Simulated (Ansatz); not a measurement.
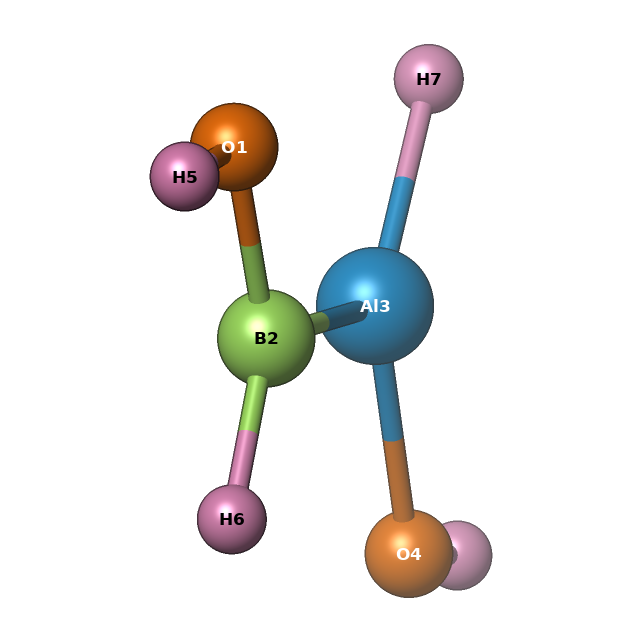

Al3 lies behind B2. The molecule seen a little off the B2–Al3 bond, B2 in front. Depth is shown by fading: the farther an atom, the more it takes the colour of the background. The computed structure is the end point of a PBE-D4/def2-SVP optimisation. No frequency run is at hand to confirm it as a minimum.

What is the torsion angle O1–B2–Al3–O4? The sign is positive where the front bond must turn clockwise to cover the back bond.

Answer. −179°, antiperiplanar (anti).
